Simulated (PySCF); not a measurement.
HfCl₃: frequency calculation

HfCl₃, multiplicity 2, computed with UKS-based PBE0, Hf def2-TZVP with ECP60, Cl def2-TZVP; non-relativistic Hamiltonian with a scalar-relativistic core potential; density fitting (PySCF 2.14.0).

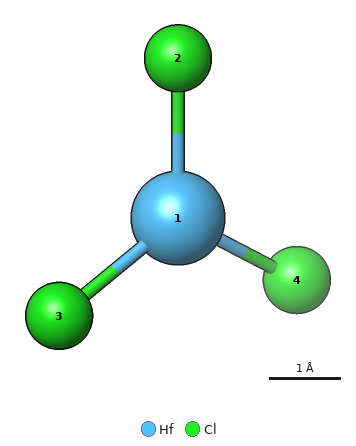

The structure (ball-and-stick view, seen at a tilt; atoms are numbered from 1 in the order of the input). Sticks mark near contacts. Bond lengths as drawn: Cl–Hf 2.33 Å.

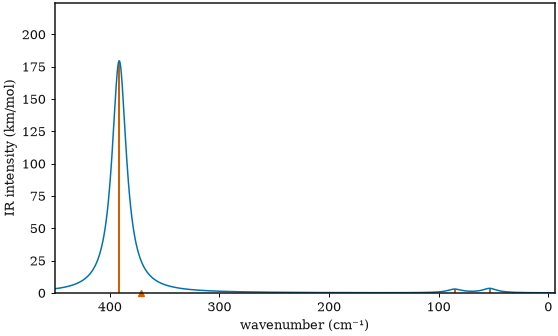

Harmonic infrared spectrum, unscaled: sticks (degenerate modes added up, dark ones marked on the axis) with a Lorentzian envelope of 16 cm⁻¹ full width, scaled to the tallest stick. 6 modes from 53 to 391 cm⁻¹, none imaginary. The strongest line is at 391 cm⁻¹ (180 km/mol). All modes, in cm⁻¹ (km/mol): 53 (3.3), 85 (1.4), 85 (1.4), 372 (0.0), 391 (90), 391 (90).

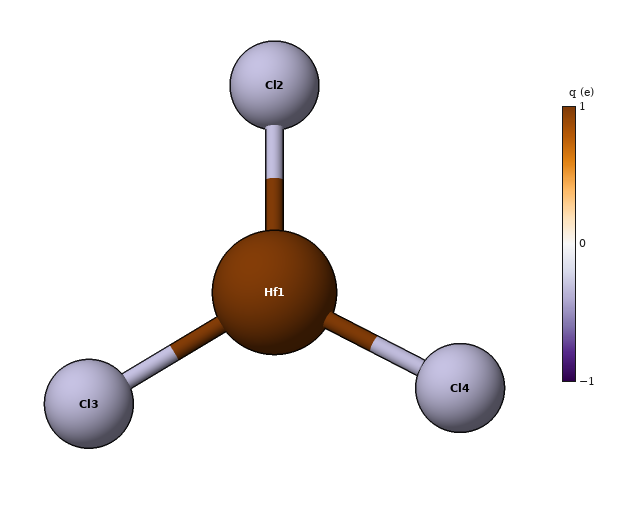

Mulliken charges, as the colour of each atom (ball-and-stick view, seen at a tilt; atoms are numbered from 1 in the order of the input; Mulliken charges depend strongly on the basis). By element: Hf +1.00 and Cl −0.33 e.

The input that produced these results follows, with the program's output.

### The input
```python
from pyscf import gto, scf, dft
mol = gto.M(atom='''
Hf     0.000000     0.000000     0.000000
Cl     2.325228     0.000000     0.000000
Cl    -1.162614     2.013707     0.000000
Cl    -1.162614    -2.013707     0.000000''',
    basis={'Hf': 'def2-TZVP', 'Cl': 'def2-TZVP'},
    ecp={'Hf': 'def2-TZVP'},
    charge=0, spin=1)
mf = dft.UKS(mol, xc='PBE0')
mf.grids.atom_grid = (75, 302)
aux = {'Hf': 'def2-universal-JKFIT', 'Cl': 'def2-universal-JKFIT'}
mf = mf.density_fit(auxbasis=aux)
mf.conv_tol = 1e-09
mf.diis_space = 10
mf.max_cycle = 60
mf.verbose = 4
mf.kernel()
```

The script is an equivalent of the set-up of the self-consistent field. The run itself was carried out by a driver, which started from the orbitals of the step before it where there was one and computed the further properties.

Launched with:
```bash
OMP_NUM_THREADS=4 python axn.py task.json out
```

### Output
```
init E= -1428.40748181709
  alpha nocc = 32  HOMO = -0.227098989151756  LUMO = -0.0648412172899386
  beta  nocc = 31  HOMO = -0.354800828383946  LUMO = -0.0918948646251879
  HOMO = -0.227098989152  LUMO = -0.0918948646252  gap/eV = 3.67909
cycle= 1 E= -1428.40748181709  delta_E= 4.77e-12  |g|= 2.65e-06  |ddm|= 4.44e-06
  alpha nocc = 32  HOMO = -0.227099639769861  LUMO = -0.0648419292523961
  beta  nocc = 31  HOMO = -0.354800698033416  LUMO = -0.0918954273298366
  HOMO = -0.22709963977  LUMO = -0.0918954273298  gap/eV = 3.67909
Extra cycle  E= -1428.40748181709  delta_E= 1.36e-12  |g|= 3.83e-06  |ddm|= 5.53e-06
converged SCF energy = -1428.40748181709  <S^2> = 0.75279678  2S+1 = 2.0027948
```

### Summary

| quantity | value |
| --- | --- |
| outcome | converged |
| total energy | −1428.407482 hartree |
| ⟨S²⟩ | 0.753 |
| zero-point energy | 0.003140 hartree |
| dipole moment | 0.00 D |
| wavenumbers, lowest and highest | 53 and 391 cm⁻¹ |
| hardware | 4 threads of Intel Xeon (Granite Rapids), 32 GiB of memory available, shared host |
| wall time | 49 s (CPU time 2.7 min) |
| peak memory | 1.5 GiB |
